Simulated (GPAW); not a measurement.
# Work function of Nb2COS MXene monolayer at several levels, part 2 of 2

How far do functional and basis move the work function of Nb2COS MXene monolayer?

GPAW 26.7.0; GPAW, PAW setups; layer in a repeated cell with vacuum, relaxation of atoms and in-plane cell (the session's first sound run).

So far, upper work function (eV): step 3 (plane waves, PBE) 5.58; step 4 (OptPBE vdW: xc = "optPBE-vdW", GPAW, PAW setups, GPAW) 5.84; step 5 (self-consistent run: xc = "RPBE") 5.43; step 6 (self-consistent run: xc = "vdW-DF2", GPAW, PAW setups, GPAW) 6.06.

## (7) Self-consistent run: xc = "revPBE"

Level of this step: GPAW, PAW setups; slab in vacuum (GPAW).

The same geometry under revPBE, to see how far the functional moves the levels against the vacuum.

run.py reads:

```python
import json
import numpy as np
from ase import Atoms
from gpaw import GPAW, PW

slab = Atoms(
    ['S', 'Nb', 'C', 'Nb', 'O'],
    positions=[
        [0.00000, 1.83713, 8.00000],
        [1.59100, 0.91856, 9.66956],
        [0.00000, -0.00000, 10.90410],
        [0.00000, 1.83713, 12.13914],
        [1.59100, 0.91856, 13.18131]],
    cell=[[3.182, -0.0, 0.0], [-1.591, 2.75569, 0.0], [0.0, 0.0, 21.1813]],
    pbc=[True, True, False])

slab.calc = GPAW(mode=PW(500), xc='revPBE', kpts={'size': (12, 12, 1), 'gamma': True},
                 occupations={'name': 'fermi-dirac', 'width': 0.05}, nbands='160%',
                 convergence={'density': 1e-05}, maxiter=200,
                 poissonsolver={'dipolelayer': 'xy'},
                 symmetry={'tolerance': 1e-3}, txt='slab.txt')
result = {}
energy = slab.get_potential_energy()
fermi = slab.calc.get_fermi_level()
v = slab.calc.get_electrostatic_potential().mean((0, 1)) - fermi
n = slab.calc.get_pseudo_density().mean((0, 1))
L = slab.cell[2, 2]
z = np.arange(len(v)) * L / len(v)
low, high = slab.positions[:, 2].min(), slab.positions[:, 2].max()
below, above = np.interp([low - 5.8, high + 5.8], z, v)
slopes = [np.interp(x, z, np.gradient(v, z)) for x in (low - 5.8, high + 5.8)]
eps = np.array([[slab.calc.get_eigenvalues(k, s) for k in range(len(slab.calc.get_ibz_k_points()))]
                for s in range(slab.calc.get_number_of_spins())]) - fermi
top, bottom = eps[eps < 0].max(), eps[eps > 0].min()
dipole = slab.get_dipole_moment()[2]
print(f'energy {energy:.4f} eV, Fermi level {fermi:.4f} eV, dipole {dipole:.5f} e A')
print(f'potential 5.8 A off the faces, from the Fermi level: lower {below:.4f} eV, upper {above:.4f} eV')
print(f'slope of the potential there: lower {slopes[0]:.5f}, upper {slopes[1]:.5f} eV/A')
print(f'nearest levels on the mesh: {top:.4f} and {bottom:.4f} eV')
print('magnetic moment', round(slab.get_magnetic_moment(), 3))
result.update(energy=energy, fermi=fermi, dipole=dipole, below=below, above=above, slopes=slopes, edges=[top, bottom],
              z=z.tolist(), v=v.tolist(), n=n.tolist(), positions=slab.positions.tolist(),
              forces=slab.get_forces(apply_constraint=False).tolist(), moments=slab.get_magnetic_moments().tolist())
json.dump(result, open('result.json', 'w'))
```

Command:

```bash
OMP_NUM_THREADS=1 OPENBLAS_NUM_THREADS=1 python run.py
```

The log of the run:

```text
energy -43.3385 eV, Fermi level 0.1560 eV, dipole -0.00348 e A
potential 5.8 A off the faces, from the Fermi level: lower 5.3830 eV, upper 5.4439 eV
slope of the potential there: lower -0.00088, upper -0.00045 eV/A
nearest levels on the mesh: -0.0306 and 0.0205 eV
magnetic moment 0.0
```

It took 71 s on 1 thread of Intel Xeon Platinum 8488C (Sapphire Rapids), shared host; peak memory 0.26 GiB.

Numbers from this step:

```
dipole along the normal                    : -0.003479 e·Å
levels nearest the Fermi level on the mesh : -0.03056, 0.02053 eV from the Fermi level
upper work function                        : 5.444 eV
lower work function                        : 5.383 eV
```

The upper face's work function is 5.444 eV, against 5.582 eV in the first plane-wave PBE run at this geometry.

## (8) Self-consistent run: xc = "LDA"

The same geometry under LDA, to see how far the functional moves the levels against the vacuum.

Edit run.py of step 7 so:

```diff
@@ -16,3 +16,3 @@
 
-slab.calc = GPAW(mode=PW(500), xc='revPBE', kpts={'size': (12, 12, 1), 'gamma': True},
+slab.calc = GPAW(mode=PW(500), xc='LDA', kpts={'size': (12, 12, 1), 'gamma': True},
                  occupations={'name': 'fermi-dirac', 'width': 0.05}, nbands='160%',
```

The log of the run:

```text
energy -49.8593 eV, Fermi level -0.2436 eV, dipole -0.01189 e A
potential 5.8 A off the faces, from the Fermi level: lower 5.7205 eV, upper 5.9551 eV
slope of the potential there: lower -0.00090, upper -0.00045 eV/A
nearest levels on the mesh: -0.0426 and 0.0300 eV
magnetic moment 0.0
```

It took 68 s on 1 thread; peak memory 0.26 GiB.

Numbers from this step:

* dipole along the normal: -0.01189 e·Å
* levels nearest the Fermi level on the mesh: -0.04260, 0.03005 eV from the Fermi level
* upper work function: 5.955 eV
* lower work function: 5.721 eV

The electrostatic potential energy of an electron (without an applied field's), less the Fermi level, planar mean oscillates, so the rows of the table below give means over windows of 2 Å about each position, cut where the curve ends. Its maxima inside the range that stand out by 2 % of the span (Å: eV): 8.7: -4.83, 10.5: -8.12, 11.3: -8.35, 12.9: -10.6. Its minima: 8.0: -18.4, 9.6: -22.7, 10.9: -11.9, 12.1: -23.2, 13.1: -11.5.

Table of electrostatic potential energy of an electron (without an applied field's), less the Fermi level, planar mean by z; means over each step:

| z (Å) | electrostatic potential energy of an electron (without an applied field's), less the Fermi level, planar mean (eV) |
| --- | --- |
| 0 | 5.74 |
| 2 | 5.72 |
| 4 | 5.72 |
| 6 | 5.38 |
| 8 | -7.65 |
| 10 | -14.3 |
| 12 | -14.8 |
| 14 | 1.16 |
| 16 | 5.95 |
| 18 | 5.96 |
| 20 | 5.95 |

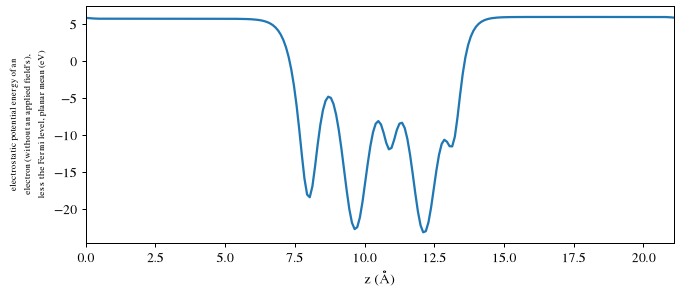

Electrostatic potential energy of an electron (without an applied field's), less the Fermi level, planar mean, plotted against z.

The upper face's work function is 5.955 eV, against 5.582 eV in the first plane-wave PBE run at this geometry.

## (9) Real-space grid: mode = "fd"

A real-space grid is a second complete basis, so it checks the plane-wave result.

Edit run.py of step 8 so:

```diff
@@ -3,3 +3,3 @@
 from ase import Atoms
-from gpaw import GPAW, PW
+from gpaw import GPAW
 
@@ -16,3 +16,3 @@
 
-slab.calc = GPAW(mode=PW(500), xc='LDA', kpts={'size': (12, 12, 1), 'gamma': True},
+slab.calc = GPAW(mode='fd', h=0.18, xc='PBE', kpts={'size': (12, 12, 1), 'gamma': True},
                  occupations={'name': 'fermi-dirac', 'width': 0.05}, nbands='160%',
```

The log of the run:

```text
energy -45.7513 eV, Fermi level -5.5343 eV, dipole -0.00572 e A
potential 5.8 A off the faces, from the Fermi level: lower 5.4753 eV, upper 5.5934 eV
slope of the potential there: lower -0.00000, upper 0.00000 eV/A
nearest levels on the mesh: -0.0331 and 0.0221 eV
magnetic moment 0.0
```

Wall time 4 min (1 thread); peak memory 0.65 GiB.

This step gave:

| Item | Value |
| --- | --- |
| dipole along the normal | -0.005721 e·Å |
| levels nearest the Fermi level on the mesh | -0.03315, 0.02212 eV from the Fermi level |
| upper work function | 5.593 eV |
| lower work function | 5.475 eV |

The electrostatic potential energy of an electron (without an applied field's), less the Fermi level, planar mean oscillates, so the rows of the table below give means over windows of 2 Å about each position, cut where the curve ends. Its maxima inside the range that stand out by 2 % of the span (Å: eV): 8.8: -5.11, 10.5: -8.40, 11.3: -8.59, 12.9: -10.9. Its minima: 8.0: -18.7, 9.7: -23.1, 10.9: -12.2, 12.1: -23.5, 13.1: -11.8.

Table of electrostatic potential energy of an electron (without an applied field's), less the Fermi level, planar mean by z; means over each step:

| z (Å) | electrostatic potential energy of an electron (without an applied field's), less the Fermi level, planar mean (eV) |
| --- | --- |
| 0 | 5.48 |
| 2 | 5.48 |
| 4 | 5.47 |
| 6 | 5.14 |
| 8 | -7.86 |
| 10 | -14.5 |
| 12 | -15.1 |
| 14 | 0.822 |
| 16 | 5.59 |
| 18 | 5.59 |
| 20 | 5.59 |

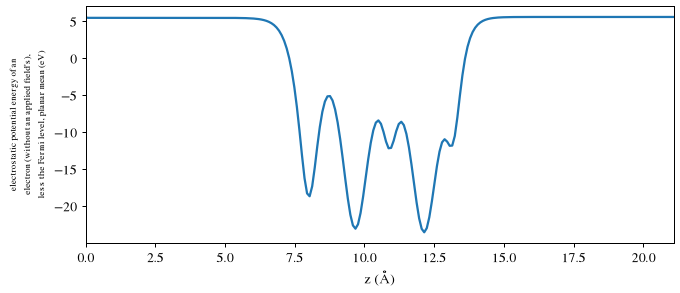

Electrostatic potential energy of an electron (without an applied field's), less the Fermi level, planar mean against z.

The upper face's work function is 5.593 eV, against 5.582 eV in the first plane-wave PBE run at this geometry.

## (10) Atomic orbitals: mode = "lcao"

Atom-centred orbitals end a few angstrom from the surface, which tests how much the density's tail matters.

Edit run.py of step 9 so:

```diff
@@ -16,4 +16,4 @@
 
-slab.calc = GPAW(mode='fd', h=0.18, xc='PBE', kpts={'size': (12, 12, 1), 'gamma': True},
-                 occupations={'name': 'fermi-dirac', 'width': 0.05}, nbands='160%',
+slab.calc = GPAW(mode='lcao', basis='dzp', h=0.18, xc='PBE', kpts={'size': (12, 12, 1), 'gamma': True},
+                 occupations={'name': 'fermi-dirac', 'width': 0.05}, nbands='120%',
                  convergence={'density': 1e-05}, maxiter=200,
```

The log of the run:

```text
energy -43.4604 eV, Fermi level -5.6782 eV, dipole -0.01752 e A
potential 5.8 A off the faces, from the Fermi level: lower 5.4974 eV, upper 5.8590 eV
slope of the potential there: lower 0.00000, upper 0.00000 eV/A
nearest levels on the mesh: -0.0521 and 0.0351 eV
magnetic moment 0.0
```

It took 9 min on 1 thread; peak memory 0.34 GiB.

Numbers from this step:

- dipole along the normal: -0.01752 e·Å
- levels nearest the Fermi level on the mesh: -0.05209, 0.03509 eV from the Fermi level
- upper work function: 5.859 eV
- lower work function: 5.497 eV

The upper face's work function is 5.859 eV, against 5.582 eV in the first plane-wave PBE run at this geometry.

## (11) All levels side by side

Times are for 1 thread of Intel Xeon Platinum 8488C (Sapphire Rapids), shared host. The runs compared:

| no. | run | upper work function (eV) | lower work function (eV) | time | memory (GiB) |
| --- | --- | --- | --- | --- | --- |
| 1 | pw | 5.582 | 5.480 | 73 s | 0.27 |
| 2 | optPBE vdW | 5.843 | 5.717 | 98 s | 0.45 |
| 3 | RPBE | 5.435 | 5.386 | 77 s | 0.27 |
| 4 | vdW DF2 | 6.059 | 5.872 | 2.5 min | 0.46 |
| 5 | revPBE | 5.444 | 5.383 | 71 s | 0.26 |
| 6 | LDA | 5.955 | 5.721 | 68 s | 0.26 |
| 7 | fd | 5.593 | 5.475 | 4 min | 0.65 |
| 8 | lcao | 5.859 | 5.497 | 9 min | 0.34 |

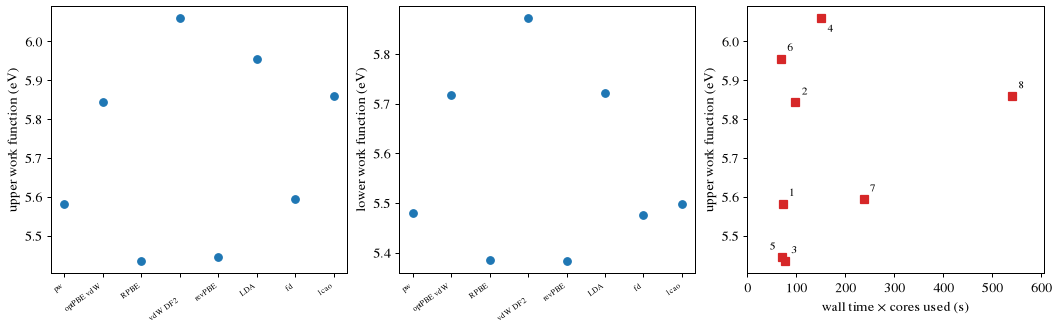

The series as plots; the last panel sets the first result against cost, with the runs numbered as in the table.

## (12) Side by side

Results and costs are gathered.

This step: comparison of work functions, dipole and cost (GPAW 26.7.0).

Ladder, by row:

| step | code | work function, upper (eV) | work function, lower (eV) | dipole (e Å) | wall time (s) | peak memory (GiB) | threads |
| --- | --- | --- | --- | --- | --- | --- | --- |
| pw | GPAW | 5.582 | 5.48 | -0.005484 | 72.99 | 0.27 | 1 |
| optPBE-vdW | GPAW | 5.843 | 5.717 | -0.00665 | 98.1 | 0.45 | 1 |
| RPBE | GPAW | 5.435 | 5.386 | -0.002892 | 76.83 | 0.27 | 1 |
| vdW-DF2 | GPAW | 6.059 | 5.872 | -0.009601 | 149.4 | 0.46 | 1 |
| revPBE | GPAW | 5.444 | 5.383 | -0.003479 | 70.75 | 0.26 | 1 |
| LDA | GPAW | 5.955 | 5.721 | -0.01189 | 67.62 | 0.26 | 1 |
| fd | GPAW | 5.593 | 5.475 | -0.005721 | 237.3 | 0.65 | 1 |
| lcao | GPAW | 5.859 | 5.497 | -0.01752 | 540.1 | 0.34 | 1 |

## (13) Summary of results

| Quantity | Value |
| --- | --- |
| work function, upper and lower face | 5.582 and 5.480 eV |
| dipole along the normal | -0.00548 e Å |

With plane waves and PBE the work function is 5.58 eV on the upper face and 5.48 eV on the lower. The two faces differ by 0.10 eV, the step that the slab's dipole makes (e p/(ε0 A) gives 0.11 eV), so the dipole layer is needed. Over the sound runs of the table the upper face's work function spans 5.435 (RPBE) to 6.059 eV (vdW-DF2). Atomic orbitals miss the plane-wave value by 0.28 eV, since they describe the tail of the density in the vacuum poorly. The relaxation of atoms and cell ran in a fully periodic cell without the dipole layer, so the atoms of this polar layer felt a small spurious field. The layer's cell and atoms come from the relaxation; spin-orbit coupling and temperature are left out.

[Logs are printed without paths, hosts, clocks, repeated set-up lines and the standing remarks that a program may print on its own settings, such as how far it seeks lower states.]

[Hosts, paths, dates, database ids (printed as entryN), source tags and the programs' standing remarks are cut or masked in the printed files.]
